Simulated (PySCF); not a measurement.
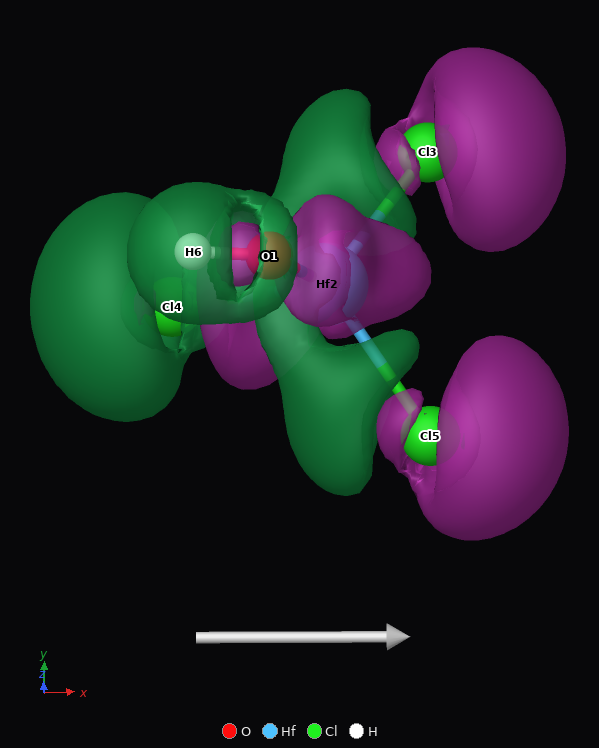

*Cl$_{3}$HHfO, SMILES `O[Hf](Cl)(Cl)Cl`. Change of the electron density in a uniform field of 0.26 V/Å along +x (arrow), surfaces at ±0.0015 e/Å³ (green: gain, purple: loss).*

Level of theory: B3LYP/def2-SVPD (PySCF), at a geometry from GFN2-xTB. Core potentials replace the inner electrons of Hf; spin–orbit coupling isn't included. This is a single-reference result, which may miss multireference character in this system. No frequency check shows the geometry to be a minimum. GFN2-xTB bond lengths at metals and heavier atoms can be off by up to 0.1 Å and shapes distorted, which carries into these values.

Geometry (Å), atoms numbered from 1:

```
O1      -0.6820   -0.0122    1.9160
Hf2     -0.0200   -0.0013    0.2060
Cl3      1.1918    1.7709   -0.4456
Cl4     -1.9177   -0.0125   -1.0039
Cl5      1.2258   -1.7460   -0.4530
H6      -1.6063   -0.0181    2.1842
```

What dipole is induced, and what polarisability does it imply?

Answer. The induced dipole is 1.11 D (along the field); α along this axis, from the fields in both directions, is 87 bohr³ (12.9 Å³).

Which atoms gain and lose the most charge?

Answer. Electrons gather most on Cl4 (Hirshfeld charge changes by −0.027 e) and leave Cl3 and Cl5 alike most (+0.018 e); 0.086 electrons are displaced in all.
